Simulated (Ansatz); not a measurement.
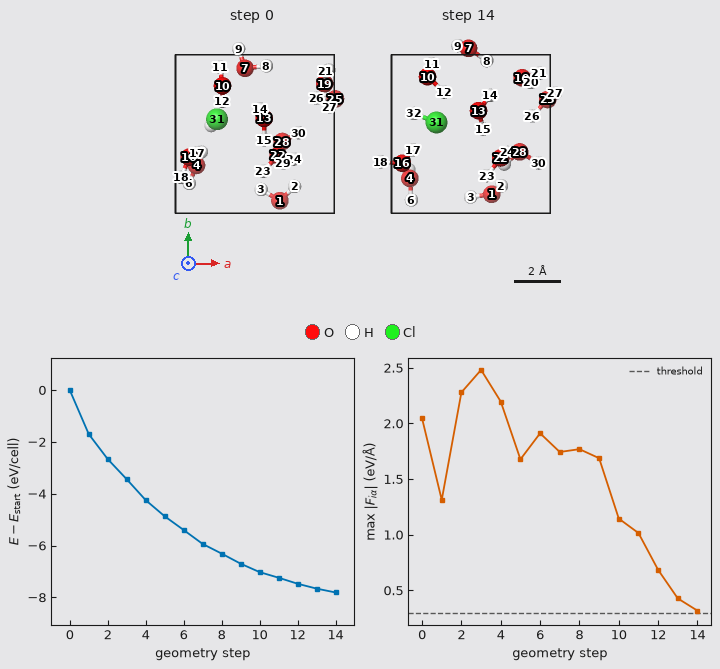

First and last geometry of a relaxation of an amorphous cell of composition H21ClO10, with the history of the run. A ball-and-stick model of the cell of the calculation, seen along the c axis.

The cell holds 10 H2O + 1 HCl. The run prepares the start of a later molecular dynamics calculation, from a guessed geometry.

All numbers below come from Ansatz 0.2.0, DFT PBEsol, scalar-relativistic, plane waves, PAW.

Input
```yaml
accuracy: low
crystal:
  lattice:
    - [7.054004, 0.0, 0.0]
    - [0.0, 7.054004, 0.0]
    - [0.0, 0.0, 7.054004]
  atoms:
    - { symbol: O, position: [0.6570589, 0.0799308, 0.0248476] }
    - { symbol: H, position: [0.7493918, 0.1698872, 0.072131] }
    - { symbol: H, position: [0.5394882, 0.1508339, 0.0230811] }
    - { symbol: O, position: [0.13212, 0.3021727, 0.1827465] }
    - { symbol: H, position: [0.1625597, 0.3870208, 0.0791731] }
    - { symbol: H, position: [0.0866348, 0.1886139, 0.1203866] }
    - { symbol: O, position: [0.4378792, 0.9137653, 0.423559] }
    - { symbol: H, position: [0.5723672, 0.9294169, 0.4463898] }
    - { symbol: H, position: [0.3970527, 1.0372756, 0.3796083] }
    - { symbol: O, position: [0.2956317, 0.8036443, 0.9273104] }
    - { symbol: H, position: [0.2817532, 0.9210834, 0.8575344] }
    - { symbol: H, position: [0.2942655, 0.7068122, 0.8299712] }
    - { symbol: O, position: [0.557634, 0.5981969, 0.9596787] }
    - { symbol: H, position: [0.531244, 0.6585674, 0.839212] }
    - { symbol: H, position: [0.557852, 0.4640746, 0.930278] }
    - { symbol: O, position: [0.0868413, 0.3544724, 0.760036] }
    - { symbol: H, position: [0.1373127, 0.3825583, 0.6354684] }
    - { symbol: H, position: [0.0361851, 0.2274692, 0.7474908] }
    - { symbol: O, position: [0.9383744, 0.8161854, 0.5002979] }
    - { symbol: H, position: [0.9652478, 0.9032097, 0.3975465] }
    - { symbol: H, position: [0.9444226, 0.8947092, 0.6127731] }
    - { symbol: O, position: [0.6456338, 0.364924, 0.6064578] }
    - { symbol: H, position: [0.5537197, 0.2662647, 0.5805471] }
    - { symbol: H, position: [0.7453027, 0.3423855, 0.5147443] }
    - { symbol: O, position: [1.0068968, 0.7208582, 0.1697637] }
    - { symbol: H, position: [0.8890401, 0.7268269, 0.2399592] }
    - { symbol: H, position: [0.9699593, 0.671837, 0.0469394] }
    - { symbol: O, position: [0.6720856, 0.4528173, 0.234393] }
    - { symbol: H, position: [0.6793418, 0.3189601, 0.2641057] }
    - { symbol: H, position: [0.7755527, 0.5083034, 0.3055905] }
    - { symbol: Cl, position: [0.2613433, 0.5930904, 0.3429423] }
    - { symbol: H, position: [0.2248566, 0.5533582, 0.169692] }
basis:
  ecutwfc: 420.0
kpoints:
  mp_grid: { grid: [1, 1, 1] }
hamiltonian:
  xc: pbesol
scf:
  occupations: { method: fermi_dirac, width: 0.02 }
  lower_state_search: "off"
relax:
  f_tol: 0.3
  max_steps: 15
  adjacent_minimum: "off"
```

Launched with:
```bash
ansatz run input.yaml --threads 1 --pin off --max-ram 3072MiB --backend cpu --events-out ev --progress --plain --runs-dir out
```

### What do the curves and the structures tell?

The relaxation stopped without meeting its thresholds, so the last structure isn't shown to be converged. It used up its limit of 15 steps. The energy falls by 7.810 eV per cell of the calculation in 14 geometry steps. Largest force component: 2 eV/Å at the start, 0.32 eV/Å at the end. The largest move is that of H30, 1.77 Å along [2 −3 −1]. Largest moves by element: H 1.77 Å, O 1.39 Å, Cl 0.67 Å. The lattice vectors keep their values. Some distances before and after: O25–Cl31 2.351 → 2.889 Å, Cl31–H32 1.280 → 1.384 Å, O10–H12 0.969 → 1.007 Å, O13–H15 0.969 → 0.999 Å. Bond angles that change, for instance: H26–O25–H27 104.0° → 109.0°, H29–O28–H30 104.0° → 100.8°, H11–O10–H12 104.0° → 101.6°. Cost: 28 s on 1 thread of Arm Neoverse V2 (shared host), peak memory 0.38 GiB.

Limits of the set-up: the program's low-accuracy preset was used; the periodic images lie only 7.1 Å apart, so the values are limited by the cell's size.
